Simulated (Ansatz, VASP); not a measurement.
# Cross-check of ZnO (zincite) between VASP and Ansatz, part 2 of 3

One calculation is typed for both programs; each brings its own data sets and cutoff. How far apart do they land?

VASP 6.6.1 and Ansatz 0.2.0.

So far. Step 2 (VASP: band structure, LDA): The run ends at a pressure of -5.97 GPa, with forces up to 0.056 eV/Å.

**4. Comparison**

Known differences besides the PAW data sets themselves: the two LDA forms differ slightly; the cutoff is 420 eV in Ansatz and 520 eV in VASP; Ansatz makes its cores anew for this functional, VASP keeps those of its PBE data sets. Total energies have different zeros and are not compared.

The two programs side by side:

```
                     quantity  Ansatz   VASP  difference
               pressure (GPa)   -7.10  -5.97       -1.13
gap over the path points (eV)   0.731  0.730      +0.001
```

Forces (eV/Å; atoms numbered as in POSCAR):

```
atom        Ansatz x, y, z          VASP x, y, z
 Zn1  0.000, 0.000, -0.051  0.000, 0.000, -0.056
 Zn2  0.000, 0.000, -0.051  0.000, 0.000, -0.056
  O3   0.000, 0.000, 0.051   0.000, 0.000, 0.056
  O4   0.000, 0.000, 0.051   0.000, 0.000, 0.056
```

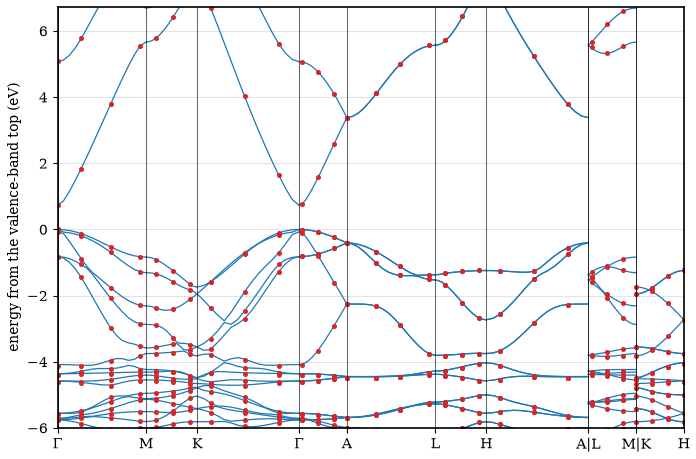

Bands from VASP (lines) and levels from Ansatz (dots). Dots without a line are higher empty bands that the VASP plot leaves out.

Levels at points of the path, from each program's valence-band top (eV; 4 filled, then empty):

```
k (reciprocal lattice)                                  Ansatz                                    VASP
     0.000 0.000 0.000    -0.82 -0.07 0.00 0.00 0.73 5.08 8.12    -0.82 -0.07 0.00 0.00 0.73 5.07 8.11
     0.133 0.000 0.000  -1.05 -0.88 -0.20 -0.12 1.84 5.77 8.11  -1.06 -0.88 -0.19 -0.12 1.84 5.77 8.10
     0.300 0.000 0.000  -2.08 -1.75 -0.69 -0.52 3.79 7.25 7.92  -2.08 -1.76 -0.69 -0.53 3.79 7.25 7.90
     0.467 0.000 0.000  -2.85 -2.28 -1.28 -0.82 5.55 6.82 7.48  -2.85 -2.29 -1.28 -0.83 5.55 6.80 7.46
     0.467 0.067 0.000  -2.90 -2.37 -1.34 -0.91 5.79 6.84 7.48  -2.90 -2.38 -1.35 -0.91 5.79 6.82 7.46
     0.411 0.178 0.000  -3.28 -2.40 -1.58 -1.25 6.42 7.37 7.51  -3.28 -2.41 -1.58 -1.25 6.42 7.35 7.49
     0.356 0.289 0.000  -3.49 -2.11 -1.83 -1.66 7.25 7.53 7.70  -3.48 -2.11 -1.83 -1.66 7.25 7.50 7.70
     0.289 0.289 0.000  -3.30 -2.36 -1.58 -1.58 6.70 7.52 8.09  -3.29 -2.37 -1.58 -1.58 6.70 7.50 8.09
     0.178 0.178 0.000  -2.46 -1.88 -0.74 -0.70 4.02 7.39 8.22  -2.46 -1.88 -0.74 -0.70 4.02 7.39 8.21
     0.067 0.067 0.000  -1.06 -0.71 -0.16 -0.10 1.65 5.62 8.11  -1.06 -0.71 -0.16 -0.10 1.65 5.61 8.10
```

The forces differ by 2.8 meV/Å r.m.s., which is 8.5 % of the r.m.s. force of 0.03 eV/Å (both taken over all components). Among the levels compared (up to four filled and three empty ones at each point), filled levels agree within 17 meV and empty ones within 29 meV. Ansatz's pressure holds a Pulay correction of 0.89 GPa; VASP's holds none.

**5. Further runs**

The difference is large enough to ask for its cause, so further runs change the set-up of one program at a time, as the table lists.

```
                                                           run  difference in pressure (GPa)
                                                      as above                          -1.1
cores kept as stored, as VASP does, whose cores stay as stored                         -0.99
                       Ansatz's larger PAW set (cutoff 900 eV)                          -1.1
                   norm-conserving potentials (cutoff 1143 eV)                          -1.5
```

**6. VASP: band structure, PBE**

Levels along a path test the potential and the projectors away from the mesh points.

Input file INCAR:

```
SYSTEM = ZnO
PREC = Accurate
ENCUT = 520
EDIFF = 1E-06
NELM = 100
ISMEAR = 0
SIGMA = 0.02
LREAL = .FALSE.
ALGO = Normal
GGA = PE
NBANDS = 32
LORBIT = 11
LWAVE = .FALSE.
LCHARG = .FALSE.
KPAR = 8
```

Input file POSCAR:

```
ZnO
1.0
    3.2493080000      0.0000000000      0.0000000000
   -1.6246540000      2.8139832727      0.0000000000
    0.0000000000      0.0000000000      5.2057090000
Zn O
2 2
Direct
    0.3333333333      0.6666666667      0.5000000000
    0.6666666667      0.3333333333      0.0000000000
    0.6666666667      0.3333333333      0.3790100000
    0.3333333333      0.6666666667      0.8790100000
```

Input file KPOINTS:

```
Automatic mesh
0
Gamma
5 5 3
0 0 0
```

Input file KPOINTS_OPT:

```
Line mode
16
Line-mode
Reciprocal
  0.00000000   0.00000000   0.00000000 GAMMA
  0.50000000   0.00000000   0.00000000 M

  0.50000000   0.00000000   0.00000000 M
  0.33333333   0.33333333   0.00000000 K

  0.33333333   0.33333333   0.00000000 K
  0.00000000   0.00000000   0.00000000 GAMMA

  0.00000000   0.00000000   0.00000000 GAMMA
  0.00000000   0.00000000   0.50000000 A

  0.00000000   0.00000000   0.50000000 A
  0.50000000   0.00000000   0.50000000 L

  0.50000000   0.00000000   0.50000000 L
  0.33333333   0.33333333   0.50000000 H

  0.33333333   0.33333333   0.50000000 H
  0.00000000   0.00000000   0.50000000 A

  0.50000000   0.00000000   0.50000000 L
  0.50000000   0.00000000   0.00000000 M

  0.33333333   0.33333333   0.00000000 K
  0.33333333   0.33333333   0.50000000 H
```

Potentials, in the order of the species: Zn and O (PBE family, release 64).

On the command line:

```sh
$ mpirun -np 8 vasp_std
```

Numbers of over 12 decimals in the logs are rounded to 6 here.

Log:

```text
[banner, memory and clock lines left out]
running    8 mpi-ranks, on    1 nodes
[...]
[... a notice as in an earlier step ...]

 LDA part: xc-table for (Slater+PW92), standard interpolation
 POSCAR, INCAR and KPOINTS ok, starting setup
[...]
entering main loop
       N       E                     dE             d eps       ncg     rms          rms(c)
DAV:   1     0.312623093938E+03    0.31262E+03   -0.17401E+04   664   0.165E+03
DAV:   2     0.137797299085E+02   -0.29884E+03   -0.27191E+03   640   0.385E+02
DAV:   3    -0.204070699883E+02   -0.34187E+02   -0.33640E+02   776   0.121E+02
DAV:   4    -0.210605680711E+02   -0.65350E+00   -0.65292E+00   696   0.177E+01
[...]
DAV:  13    -0.178102065139E+02   -0.41017E-05   -0.28278E-05   752   0.948E-02    0.127E-02
DAV:  14    -0.178102050430E+02    0.14709E-05   -0.10158E-05   752   0.239E-02    0.141E-03
DAV:  15    -0.178102048851E+02    0.15795E-06   -0.44731E-07   432   0.467E-03
   1 F= -.17810205E+02 E0= -.17810205E+02  d E =-.298425E-23
 Start KPOINTS_OPT (optional k-point list driver)
k-point batch [1-10\144]
       N       E                     dE             ncg
DAV:   1     0.175456106867E+04   -0.17366E+04      664
DAV:   2    -0.111370561661E+04   -0.28683E+04      640
DAV:   3    -0.144701371503E+04   -0.33331E+03      752
DAV:   4    -0.145362949343E+04   -0.66158E+01      728
DAV:   5    -0.145365205636E+04   -0.22563E-01      752
DAV:   6    -0.145365217484E+04   -0.11848E-03      720
DAV:   7    -0.145365217575E+04   -0.91196E-06      696
[...]
k-point batch [141-144\144]
       N       E                     dE             ncg
DAV:   1     0.971511030812E+04   -0.54587E+04      264
DAV:   2     0.857458682066E+04   -0.11405E+04      264
DAV:   3     0.844586379755E+04   -0.12872E+03      296
DAV:   4     0.844355104516E+04   -0.23128E+01      272
DAV:   5     0.844354345477E+04   -0.75904E-02      320
DAV:   6     0.844354341200E+04   -0.42776E-04      256
DAV:   7     0.844354341166E+04   -0.34184E-06      288
```

From OUTCAR (step 6):

```text
  Total        1.6185405      1.6185405      2.1247810      0.0000000      0.0000000      0.0000000
  in kB       54.4805979     54.4805978     71.5208192      0.0000000      0.0000000      0.0000000
  external PRESSURE =      60.1606716 kB  Pullay stress =       0.0000000 kB

 POSITION                                       TOTAL-FORCE (eV/Angst)
 -----------------------------------------------------------------------------------
     -0.00000      1.87599      2.60285        -0.000000      0.000000     -0.074915
      1.62465      0.93799      0.00000         0.000000     -0.000000     -0.074915
      1.62465      0.93799      1.97302         0.000000      0.000000      0.074915
     -0.00000      1.87599      4.57587         0.000000      0.000000      0.074915
 -----------------------------------------------------------------------------------
    total drift:                               -0.000000     -0.000000     -0.000192

  FREE ENERGIE OF THE ION-ELECTRON SYSTEM (eV)
  ---------------------------------------------------
  free  energy   TOTEN  =       -17.8102048851 eV

  energy  without entropy=      -17.8102048851  energy(sigma->0) =      -17.81020489

[... 2 parts as in an earlier step ...]

[... 1 further part left out ...]
[key lines of the parts left out:]
E-fermi :   1.3439
```

The run ends at a pressure of 6.02 GPa, with forces up to 0.075 eV/Å.

**7. Ansatz: band structure, PBE**

The same cell, functional, mesh and smearing now go to Ansatz, which takes its cutoff from its data sets.

Input file input.yaml:

```yaml
crystal:
  lattice:
    - [3.249308, 0.0, 0.0]
    - [-1.624654, 2.8139832727, 0.0]
    - [0.0, 0.0, 5.205709]
  atoms:
    - { symbol: Zn, position: [0.3333333333, 0.6666666667, 0.5] }
    - { symbol: Zn, position: [0.6666666667, 0.3333333333, 0.0] }
    - { symbol: O, position: [0.6666666667, 0.3333333333, 0.37901] }
    - { symbol: O, position: [0.3333333333, 0.6666666667, 0.87901] }
hamiltonian:
  xc: pbe
  pseudopotentials: { kind: paw }
kpoints:
  mp_grid: { grid: [5, 5, 3] }
  band_path:
    path:
      - [0.0, 0.0, 0.0]
      - [0.13333, 0.0, 0.0]
      - [0.3, 0.0, 0.0]
      - [0.46667, 0.0, 0.0]
      - [0.46667, 0.06667, 0.0]
      - [0.41111, 0.17778, 0.0]
      - [0.35556, 0.28889, 0.0]
      - [0.28889, 0.28889, 0.0]
      - [0.17778, 0.17778, 0.0]
      - [0.06667, 0.06667, 0.0]
      - [0.0, 0.0, 0.03333]
      - [0.0, 0.0, 0.2]
      - [0.0, 0.0, 0.36667]
      - [0.0, 0.0, 0.5]
      - [0.16667, 0.0, 0.5]
      - [0.3, 0.0, 0.5]
      - [0.46667, 0.0, 0.5]
      - [0.46667, 0.06667, 0.5]
      - [0.41111, 0.17778, 0.5]
      - [0.35556, 0.28889, 0.5]
      - [0.28889, 0.28889, 0.5]
      - [0.17778, 0.17778, 0.5]
      - [0.06667, 0.06667, 0.5]
      - [0.5, 0.0, 0.46667]
      - [0.5, 0.0, 0.3]
      - [0.5, 0.0, 0.13333]
      - [0.33333, 0.33333, 0.0]
      - [0.33333, 0.33333, 0.16667]
      - [0.33333, 0.33333, 0.33333]
      - [0.33333, 0.33333, 0.5]
    npoints: 1
scf:
  occupations: { method: gaussian, width: 0.02 }
  n_extra_bands: 8
output:
  forces: true
  stress: true
  eigenvalues: true
```

On the command line:

```sh
$ ansatz run input.yaml --threads 2 --pin off --max-ram 4608MiB --backend cpu --events-out ev --progress --plain --runs-dir out
```

Log:

```text
[...]
Crystal: 4 atoms, lattice volume = 47.598 Å³
Basis set: ecut = 420 eV, 941 PW (Γ), exchange–correlation on 48×48×72 points (8 copies of the dense FFT grid, shifted against one another)
Bands: 26, of which v1, the nominal top of the filled ones, is band 18 counted from 1 (17 counted from 0)
Symmetry: 12 space group operations
[...]
k-points: 10 of 75 (time reversal used)
[...]
k-point 0: bands = [... 14 lower, 6.4168, 7.1545, 7.2273, 7.2273, 8.0290, 12.4547, 15.4920, 20.1005, ... 4 higher]
  k-point 1: bands = [... 14 lower, 6.6230, 6.6230, 7.0285, 7.0285, 9.6797, 11.5897, 16.3207, 18.7870, ... 4 higher]
  k-point 2: bands = [... 14 lower, 5.8759, 5.9351, 6.8820, 6.9636, 9.8946, 13.7961, 15.4571, 17.5374, ... 4 higher]
  k-point 9: bands = [... 14 lower, 4.4821, 5.3597, 5.5926, 6.0548, 13.7792, 14.4348, 15.3886, 15.9149, ... 4 higher]
[key lines of the parts left out:]
SCF converged after 6 iterations
Free energy (F): -7773.659009 eV
Fermi energy:    7.628314 eV
P = ⅓ Tr σ = 4.8938 GPa (48.938 kbar)
```

Wall time 1.5 s (2 threads of Arm Neoverse V2, shared host); peak memory 0.29 GiB; 2.8 s of CPU time.

**8. Side by side**

What differs besides the data sets and the points named for the pairs above, as far as they apply: VASP leaves aspherical gradient terms in its spheres out (LASPH is not set), Ansatz keeps them. Total energies have different zeros and are not compared.

The two programs side by side:

```
                     quantity  Ansatz   VASP  difference
               pressure (GPa)    4.89   6.02       -1.12
gap over the path points (eV)   0.802  0.785      +0.016
```

Forces (eV/Å; atoms numbered as in POSCAR):

```
atom        Ansatz x, y, z          VASP x, y, z
 Zn1  0.000, 0.000, -0.070  0.000, 0.000, -0.075
 Zn2  0.000, 0.000, -0.070  0.000, 0.000, -0.075
  O3   0.000, 0.000, 0.070   0.000, 0.000, 0.075
  O4   0.000, 0.000, 0.070   0.000, 0.000, 0.075
```

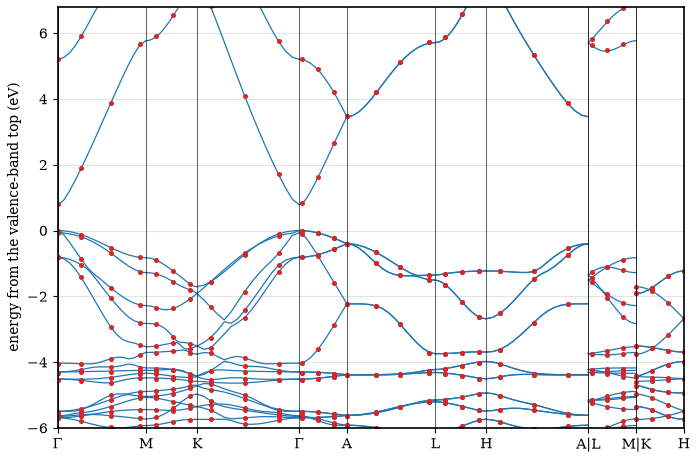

Bands from VASP (lines) and levels from Ansatz (dots). Dots without a line are higher empty bands that the VASP plot leaves out.

Levels at points of the path, from each program's valence-band top (eV; 4 filled, then empty):

```
k (reciprocal lattice)                                  Ansatz                                    VASP
     0.000 0.000 0.000    -0.81 -0.07 0.00 0.00 0.80 5.23 8.27    -0.81 -0.07 0.00 0.00 0.79 5.20 8.26
     0.133 0.000 0.000  -1.04 -0.86 -0.19 -0.12 1.90 5.92 8.25  -1.04 -0.86 -0.19 -0.12 1.89 5.90 8.25
     0.300 0.000 0.000  -2.05 -1.73 -0.68 -0.52 3.87 7.40 8.09  -2.05 -1.74 -0.68 -0.52 3.86 7.38 8.07
     0.467 0.000 0.000  -2.81 -2.26 -1.25 -0.81 5.67 6.98 7.64  -2.81 -2.26 -1.25 -0.82 5.65 6.96 7.62
     0.467 0.067 0.000  -2.85 -2.34 -1.32 -0.90 5.91 7.00 7.64  -2.85 -2.35 -1.32 -0.90 5.89 6.98 7.62
     0.411 0.178 0.000  -3.23 -2.37 -1.55 -1.23 6.54 7.51 7.68  -3.23 -2.37 -1.56 -1.23 6.53 7.50 7.66
     0.356 0.289 0.000  -3.44 -2.07 -1.80 -1.63 7.38 7.71 7.84  -3.44 -2.08 -1.80 -1.63 7.36 7.68 7.83
     0.289 0.289 0.000  -3.25 -2.33 -1.55 -1.55 6.82 7.70 8.24  -3.25 -2.33 -1.55 -1.55 6.81 7.68 8.22
     0.178 0.178 0.000  -2.43 -1.85 -0.73 -0.69 4.10 7.54 8.39  -2.43 -1.86 -0.73 -0.69 4.09 7.53 8.37
     0.067 0.067 0.000  -1.04 -0.69 -0.16 -0.10 1.71 5.76 8.26  -1.05 -0.70 -0.16 -0.10 1.70 5.74 8.25
```

The forces differ by 3.1 meV/Å r.m.s., which is 7.1 % of the r.m.s. force of 0.04 eV/Å (both taken over all components). Among the levels compared (up to four filled and three empty ones at each point), filled levels agree within 8 meV and empty ones within 26 meV. Ansatz's pressure holds a Pulay correction of 0.73 GPa; VASP's holds none.

**9. Further runs**

The difference is large enough to ask for its cause, so further runs change the set-up of one program at a time, as the table lists.

```
                                        run  difference in pressure (GPa)
                                   as above                          -1.1
    Ansatz's larger PAW set (cutoff 900 eV)                          -1.2
norm-conserving potentials (cutoff 1240 eV)                          -1.3
```

**10. VASP: band structure, BLYP**

Levels along a path test the potential and the projectors away from the mesh points.

INCAR: that of step 6 with these lines changed.

```diff
@@ -9,3 +9,7 @@
 ALGO = Normal
-GGA = PE
+GGA = B5
+ALDAX = 1
+AGGAX = 1
+AGGAC = 1
+ALDAC = 0
 NBANDS = 32
```

POSCAR is that of step 6.

KPOINTS is that of step 6.

KPOINTS_OPT is that of step 6.

On the command line:

```sh
$ mpirun -np 8 vasp_std
```

Log:

```text
[banner, memory and clock lines left out]
running    8 mpi-ranks, on    1 nodes
[...]
[... a notice as in an earlier step ...]

 [... a notice as in an earlier step ...]

 LDA part: xc-table for (Slater(with rela. corr.)+VWN5), standard interpolation
 POSCAR, INCAR and KPOINTS ok, starting setup
[...]
entering main loop
       N       E                     dE             d eps       ncg     rms          rms(c)
DAV:   1     0.316250770981E+03    0.31625E+03   -0.17456E+04   672   0.165E+03
DAV:   2     0.153260779931E+02   -0.30092E+03   -0.27388E+03   640   0.386E+02
DAV:   3    -0.195815800305E+02   -0.34908E+02   -0.34378E+02   768   0.123E+02
DAV:   4    -0.202619867955E+02   -0.68041E+00   -0.67980E+00   696   0.183E+01
[...]
DAV:  12    -0.163663013192E+02   -0.21370E-05   -0.12837E-04   736   0.337E-01    0.109E-02
DAV:  13    -0.163663038383E+02   -0.25191E-05   -0.22321E-05   728   0.889E-02    0.920E-03
DAV:  14    -0.163663031157E+02    0.72255E-06   -0.70223E-06   752   0.197E-02
   1 F= -.16366303E+02 E0= -.16366303E+02  d E =-.880957E-18
 Start KPOINTS_OPT (optional k-point list driver)
k-point batch [1-10\144]
       N       E                     dE             ncg
DAV:   1     0.187610131497E+04   -0.16150E+04      672
DAV:   2    -0.100307468541E+04   -0.28792E+04      640
DAV:   3    -0.134193929867E+04   -0.33886E+03      752
DAV:   4    -0.134873732139E+04   -0.67980E+01      720
DAV:   5    -0.134876056673E+04   -0.23245E-01      776
DAV:   6    -0.134876068704E+04   -0.12031E-03      688
DAV:   7    -0.134876068795E+04   -0.91683E-06      712
[...]
k-point batch [141-144\144]
       N       E                     dE             ncg
DAV:   1     0.976791976302E+04   -0.54059E+04      264
DAV:   2     0.861965124533E+04   -0.11483E+04      264
DAV:   3     0.848827837299E+04   -0.13137E+03      296
DAV:   4     0.848586568818E+04   -0.24127E+01      272
DAV:   5     0.848585778436E+04   -0.79038E-02      312
DAV:   6     0.848585774083E+04   -0.43530E-04      264
DAV:   7     0.848585774049E+04   -0.34253E-06      280
```

OUTCAR, selected parts (step 10):

```text
  Total        2.9072318      2.9072318      3.4982350      0.0000000      0.0000000      0.0000000
  in kB       97.8583668     97.8583668    117.7517261      0.0000000      0.0000000      0.0000000
  external PRESSURE =     104.4894866 kB  Pullay stress =       0.0000000 kB

 POSITION                                       TOTAL-FORCE (eV/Angst)
 -----------------------------------------------------------------------------------
     -0.00000      1.87599      2.60285        -0.000000      0.000000     -0.073422
      1.62465      0.93799      0.00000         0.000000     -0.000000     -0.073422
      1.62465      0.93799      1.97302        -0.000000     -0.000000      0.073422
     -0.00000      1.87599      4.57587         0.000000      0.000000      0.073422
 -----------------------------------------------------------------------------------
    total drift:                               -0.000000     -0.000000      0.000151

  FREE ENERGIE OF THE ION-ELECTRON SYSTEM (eV)
  ---------------------------------------------------
  free  energy   TOTEN  =       -16.3663031157 eV

  energy  without entropy=      -16.3663031157  energy(sigma->0) =      -16.36630312

[... 2 parts as in an earlier step ...]

[... 1 further part left out ...]
[key lines of the parts left out:]
E-fermi :   1.6209
```

The run ends at a pressure of 10.45 GPa, with forces up to 0.073 eV/Å.

[end of part 2 of 3]

[Lines on the potential files, build, host, timing and source positions are cut from VASP's logs without a mark.]

[Logs are printed without paths, hosts, clocks, repeated set-up lines and the standing remarks that a program may print on its own settings, such as how far it seeks lower states.]

[Hosts, paths, dates, database ids (printed as entryN), source tags and the programs' standing remarks are cut or masked in the printed files.]
